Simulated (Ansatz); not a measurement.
# SiH (SMILES [SiH]) at RPA@PBE/def2-TZVPPD

Aim: the vertical doublet–quartet gap of SiH at RPA@PBE/def2-TZVPPD, from 2 runs. 

Program for the calculation: Ansatz 0.2.0.

29 further runs of the same task are left out: 1 that didn't finish, 28 set aside as unsound or not needed.

## (1) The system as given

The species is SiH (2 atoms), meant as a doublet with charge 0. SMILES: `[SiH]`. The coordinates come from a PBE0-D4/def2-TZVP relaxation.

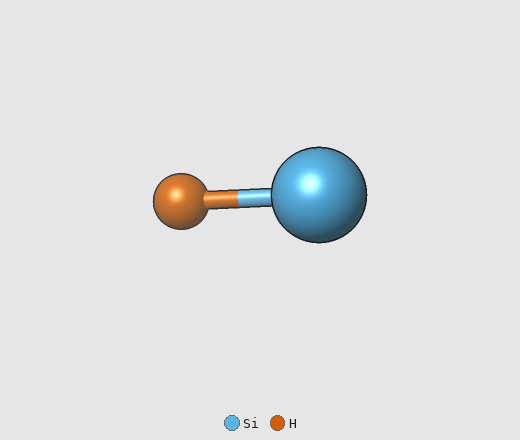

The structure, seen from a chosen angle (silicon blue, hydrogen orange).

## (2) A single-point energy at RPA@PBE/def2-TZVPPD

molecule.yaml reads:

```yaml
crystal:
  periodic: [false, false, false]
  atoms:
    - {symbol: Si, position_ang: [0.000000, 0.000000, -0.007580]}
    - {symbol: H, position_ang: [-0.000000, -0.000000, 1.524140]}
basis:
  gaussian: {orbitals: def2-TZVPPD.json}
magnetization: {spin_polarized: true, initial_magnetization: 1}
hamiltonian: {xc: {name: PBE}}
correlation: {method: rpa, frozen_orbitals: {H: 0, Si: 5}}
accuracy: high
```

The basis set def2-TZVPPD is read from a file made from the Basis Set Exchange's data (not shown).

Started as:

```
$ ansatz run molecule.yaml --threads 1 --pin off --max-ram 3480MiB --events-out events.jsonl --progress --plain --runs-dir runs
```

The log of the run:

```text
Warning: RAYON_NUM_THREADS=1 ignored (pool sized by the plan → 1); use --threads N
Functional definition: PBE
  name "PBE"
  parameter kappa = 0.804
  parameter beta = 0.06672455060314922
  exchange = pbe_x(kappa = kappa, mu = beta*pi^2/3)
  correlation = pbe_c(beta = beta)
821 factors; integrals over basis functions are off by at most 3.9e-9 eV
mean field evaluation 1: about -7886.3192 eV, gradient 8.0e0 eV
mean field evaluation 2: about -7886.3165 eV, gradient 8.0e0 eV
mean field evaluation 4: about -7886.8610 eV, gradient 1.4e0 eV
mean field evaluation 8: about -7886.8766 eV, gradient 1.1e-2 eV
mean field evaluation 16: about -7886.8766 eV, gradient 6.2e-6 eV
mean field evaluation 32: about -7886.8766 eV, gradient 1.1e-7 eV
mean field -7886.87656200 eV, -289.8373677366 hartree, gradient 2.3e-8 eV, S^2 0.755457; 6 other end points of the search recorded, 0 dependent functions left out
5 core orbitals not correlated: weight in the atoms' cores, before any rotation towards them, 1.000 or more for the frozen orbitals, at most 0.000 for the correlated occupied ones
reference -7875.59313719 eV, -289.4227095230 hartree; 3, 2 occupied and 57, 58 virtual orbitals, 821 factors
Total energy: -7880.87530515 eV, -289.6168256152 hartree
```

Run time: 3.9 s. Hardware: 1 thread of Arm Neoverse V2, shared host; peak memory 0.18 GiB.

## (3) The quartet, same level

job.yaml reads:

```yaml
crystal:
  periodic: [false, false, false]
  atoms:
    - symbol: Si
      position_ang: [0.000000, 0.000000, -0.007580]
    - symbol: H
      position_ang: [-0.000000, -0.000000, 1.524140]
basis:
  gaussian: {orbitals: def2-TZVPPD.json}
magnetization: {spin_polarized: true, initial_magnetization: 3}
hamiltonian: {xc: {name: PBE}}
correlation: {method: rpa, frozen_orbitals: {H: 0, Si: 5}}
accuracy: high
```

The basis set def2-TZVPPD is read from a file made from the Basis Set Exchange's data (not shown).

Started as:

```
$ ansatz run job.yaml --threads 1 --pin off --max-ram 3480MiB --events-out events.jsonl --progress --plain --runs-dir runs
```

The log of the run, cut to the lines that bear on the results:

```text
Warning: RAYON_NUM_THREADS=1 ignored (pool sized by the plan → 1); use --threads N
[... 6 set-up lines as earlier in the session ...]
821 factors; integrals over basis functions are off by at most 3.9e-9 eV
mean field evaluation 1: about -7884.8070 eV, gradient 7.6e0 eV
mean field evaluation 2: about -7884.8060 eV, gradient 7.6e0 eV
mean field evaluation 4: about -7885.2334 eV, gradient 2.0e0 eV
mean field evaluation 8: about -7885.2660 eV, gradient 1.5e-2 eV
mean field evaluation 16: about -7885.2660 eV, gradient 9.3e-7 eV
mean field -7885.26602506 eV, -289.7781815958 hartree, gradient 3.3e-8 eV, S^2 3.750912; 0 other end points of the search recorded, 0 dependent functions left out
5 core orbitals not correlated: weight in the atoms' cores, before any rotation towards them, 1.000 or more for the frozen orbitals, at most 0.000 for the correlated occupied ones
reference -7874.51925299 eV, -289.3832450065 hartree; 4, 1 occupied and 56, 59 virtual orbitals, 821 factors
Total energy: -7879.02748151 eV, -289.5489193487 hartree
```

It took 2 s on 1 thread of Arm Neoverse V2, shared host; peak memory 0.17 GiB.

## (4) Outcome

Level: RPA@PBE/def2-TZVPPD, 5 core orbitals frozen.

```
                                        quantity          value
                           doublet: total energy  -289.61683 Eh
       doublet: RPA correlation energy (valence)     -194.1 mEh
      doublet: ⟨S²⟩ of the reference determinant          0.755
                           quartet: total energy  -289.54892 Eh
       quartet: RPA correlation energy (valence)     -165.7 mEh
      quartet: ⟨S²⟩ of the reference determinant          3.751
vertical energy of the quartet above the doublet       1.848 eV
```

At this shape the quartet lies 1.85 eV (178 kJ/mol) above the doublet.
